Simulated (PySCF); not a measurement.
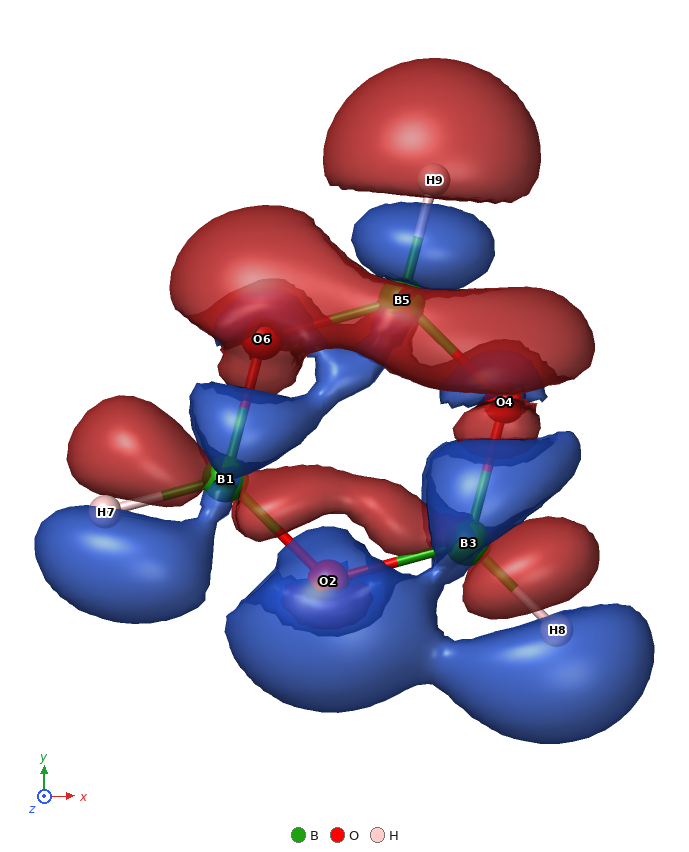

B3H3O3, SMILES `B1OBOBO1`. Change of the electron density in a uniform field of 0.21 V/Å, surfaces at ±0.001 e/Å³ (red: gain, blue: loss).

Computed with PySCF, BP86/def2-SVP, geometry: GFN2-xTB. No frequency check shows the geometry to be a minimum. A basis without diffuse functions makes polarisabilities too small.

Coordinates in Å:

```
B1      -1.3129   -0.3587    0.0000
O2      -0.3454   -1.3146    0.0000
B3       0.9671   -0.9577    0.0000
O4       1.3112    0.3582    0.0000
B5       0.3458    1.3163    0.0000
O6      -0.9658    0.9565    0.0000
H7      -2.4414   -0.6670    0.0000
H8       1.7983   -1.7808    0.0000
H9       0.6430    2.4478    0.0000
```

The field was applied in both directions; the picture shows the one opposite to the script's first.

**Along which Cartesian direction does the field point?**

Along −y: electrons gather on the +y side, against the field.

**How large is the response?**

The induced dipole is 0.46 D (along the field); α along this axis, from the fields in both directions, is 45 bohr³ (6.7 Å³).
